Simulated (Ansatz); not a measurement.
**C3H4Cl2Si (SMILES C#C[Si](C)(Cl)Cl): density, localisation and related maps**

| atom | x (Å) | y (Å) | z (Å) |
| --- | --- | --- | --- |
| C | -0.7275 | -2.4844 | -0.4898 |
| C | -0.1305 | -1.4450 | -0.3632 |
| Si | 0.7202 | 0.1422 | -0.1533 |
| C | -0.3987 | 1.4454 | 0.5161 |
| Cl | 1.4538 | 0.7153 | -1.9744 |
| Cl | 2.2988 | -0.1460 | 1.1148 |
| H | -1.2507 | -3.4065 | -0.6042 |
| H | -0.7859 | 1.1400 | 1.4906 |
| H | 0.1423 | 2.3867 | 0.6305 |
| H | -1.2387 | 1.6012 | -0.1643 |

Geometry: PBE0-D4/def2-TZVP.

Theory: RKS PBE0-D4/def2-TZVPP (Ansatz 0.2.0).

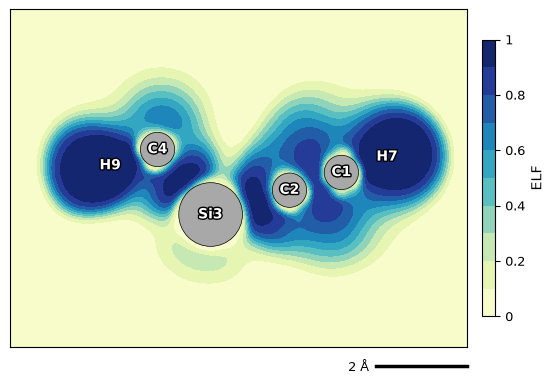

Figure 1. Electron localisation function on the plane of atoms C2, Si3 and C4. Grey discs cover the atomic cores.

> Read the bonding off the picture.

- The section cuts through C, Si and H sites.
- C–C (1.21 Å): the ELF peaks at about 0.85 between the atoms (a multiple bond).
- C–Si (1.81 Å): the ELF peaks at about 0.95 between the atoms; localised, covalent bonding.
- C–H (1.07 Å): the ELF climbs to about 1 towards the hydrogen, as it does in any bond to H; a covalent bond by its length.

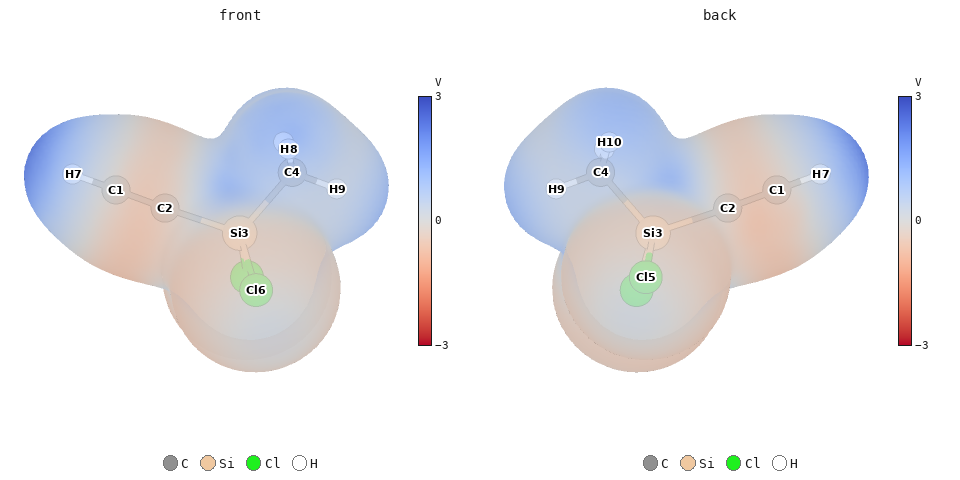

Figure 2. The electrostatic potential painted on the density surface at 0.002 e/bohr³, seen from the front and from behind; the colour scale runs from red (negative) to blue (positive).

> Where is the surface potential most negative and most positive?

The most negative region (about −0.6 V) lies over C1 and C2, the most positive (about +2.1 V) over H7. Cl5 shows a σ-hole: about +0.2 V at the tip opposite its bond, against about −0.4 V on its flanks. Cl6 shows a σ-hole: about +0.2 V at the tip opposite its bond, against about −0.4 V on its flanks.

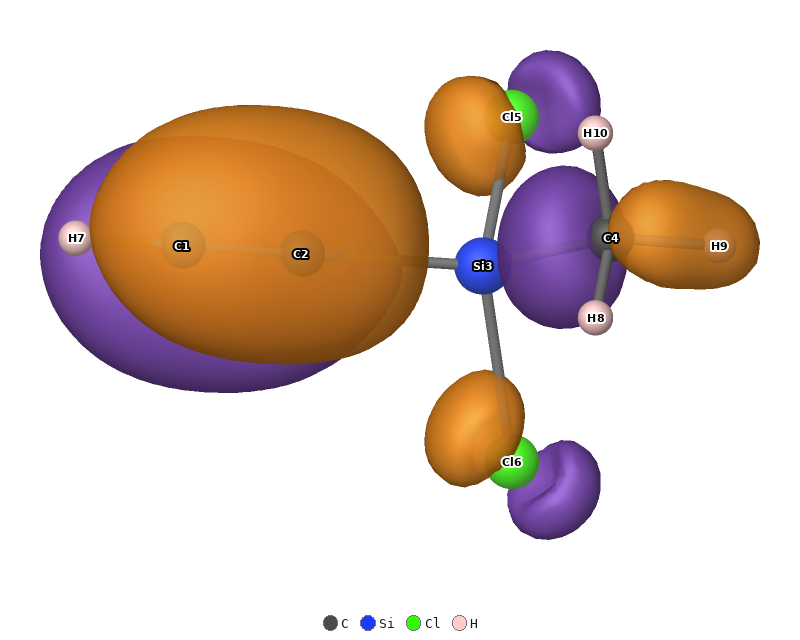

Figure 3. The HOMO−1 at ±0.08 Å⁻³ᐟ² (orange and purple are the two phases), seen from one side.

> Where does this orbital lie, and at what energy?

Its weight (Hirshfeld) is mainly on C1 (about 45 %) and C2 (about 40 %); π-bonding across C1–C2. Its energy is −8.68 eV.
